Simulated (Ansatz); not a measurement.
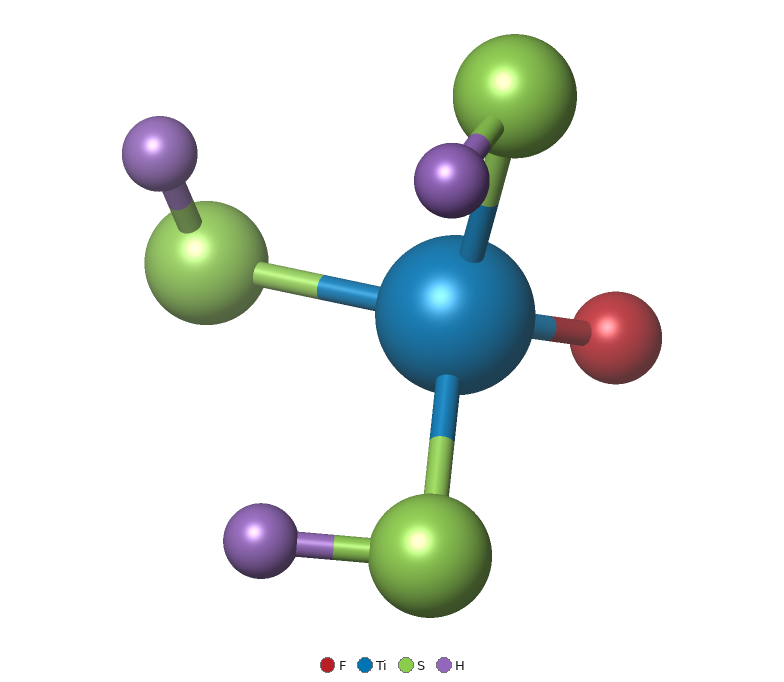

Starting geometry of the run.

Input file:

```yaml
crystal:
  periodic: [false, false, false]
  atoms:
    - {symbol: F, position_ang: [-2.043971, 1.382463, -0.016754]}
    - {symbol: Ti, position_ang: [-0.602974, 0.408402, -0.009983]}
    - {symbol: S, position_ang: [0.338430, 0.430844, 2.066000]}
    - {symbol: S, position_ang: [0.895859, 1.232868, -1.516659]}
    - {symbol: S, position_ang: [-1.117415, -1.740335, -0.571232]}
    - {symbol: H, position_ang: [1.577127, 0.458711, 1.539187]}
    - {symbol: H, position_ang: [1.275551, -0.010333, -1.867348]}
    - {symbol: H, position_ang: [-0.230507, -2.219720, 0.321087]}
basis:
  gaussian: {orbitals: aug-cc-pVTZ}
hamiltonian: {xc: {name: wB97X}}
```

It was started with:

```sh
ansatz run in.yaml --threads 4 --pin off --events-out ev --progress --plain --max-ram 10444MiB
```

Output:

```
Functional definition: wB97X
  name "wB97X"
  cite "Chai & Head-Gordon, J. Chem. Phys. 128, 084106 (2008) doi:10.1063/1.2834918"
  cite "Becke, J. Chem. Phys. 107, 8554 (1997) doi:10.1063/1.475007"
  parameter omega = 0.3/bohr
  parameter cx = 0.157706
  parameter cx1 = 0.726479
  parameter cx2 = 1.04760
  parameter cx3 = -5.70635
  parameter cx4 = 13.2794
  parameter css1 = -4.33879
  parameter css2 = 18.2308
  parameter css3 = -31.7430
  parameter css4 = 17.2901
  parameter cos1 = 2.37031
  parameter cos2 = -11.3995
  parameter cos3 = 6.58405
  parameter cos4 = -3.78132
  # The coefficients of nought are those of the uniform gas.
  exchange = spin_sum(e_x_unif_sr(omega)*poly(b97_u_x, 1 - cx, cx1, cx2, cx3, cx4)) + cx*exact_x_sr(omega)
      + exact_x_lr(omega)
  correlation = spin_sum(e_c_pw_same_spin*poly(b97_u_same, 1, css1, css2, css3, css4))
      + integral(e_c_pw_opposite_spin*poly(b97_u_opposite, 1, cos1, cos2, cos3, cos4))
2058 factors; their error is unknown
516 factors; integrals over basis functions are off by at most 3.5e-5 eV
mean field evaluation 1: about -58388.8312 eV, gradient 5.0e1 eV
mean field evaluation 2: about -58348.5258 eV, gradient 1.9e2 eV
mean field evaluation 4: about -58394.0914 eV, gradient 8.9e0 eV
mean field evaluation 8: about -58394.2495 eV, gradient 2.3e-1 eV
mean field evaluation 16: about -58394.3394 eV, gradient 9.2e-4 eV
mean field -58394.33935658 eV, -2145.9523902496 hartree, gradient 5.1e-5 eV, S^2 0.000000; 0 other end points of the search recorded, 0 dependent functions left out
reference -58394.33929480 eV, -2145.9523879791 hartree; 41, 41 occupied and 317, 317 virtual orbitals, 2058 factors
Total energy: -58394.33929480 eV, -2145.9523879791 hartree
```

Self-consistency was reached.
